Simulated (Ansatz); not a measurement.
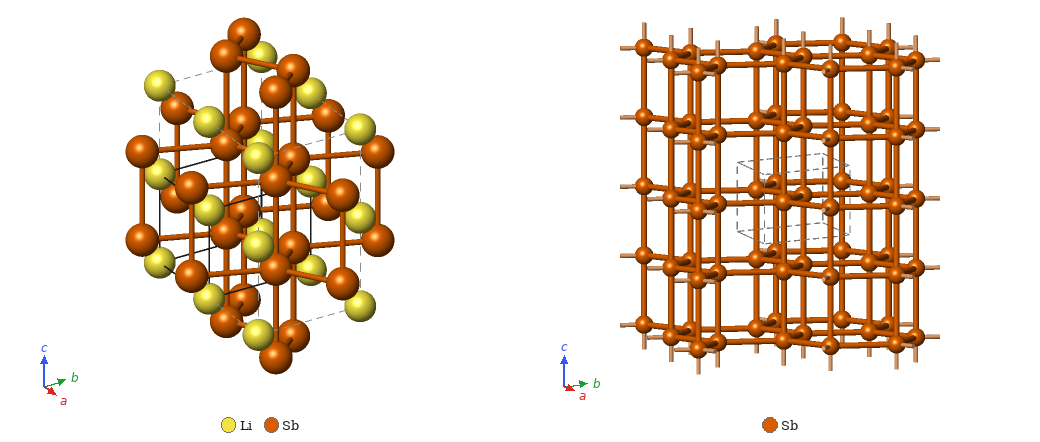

Left: the structure. Right: its underlying net. Nodes are coloured by element. Short stubs are edges that leave the cut-out.

The compound is LiSb2 (space group P6/mmm, No. 191), taken as the input geometry of an electronic-structure calculation (not necessarily at equilibrium); the starting structure was generated, so it need not be a known form of this composition.

Bonds are taken as Sb–Sb below 3.6 Å; Li is left out of the net, as the electropositive filling of the structure; no other contact counts. Simplification: prune 0- and 1-connected atoms, fold 2-connected ones into links.

The result is a uninodal 5-connected, three-periodic net: Sb is a 5-connected node. It is the bnn net, known from eclipsed honeycomb layers linked along c. It is a single net, without interpenetration.

```json
{"node": "Sb", "links": "5", "point symbol": "4^6.6^4", "coordination sequence": "5 14 29 50"}
```
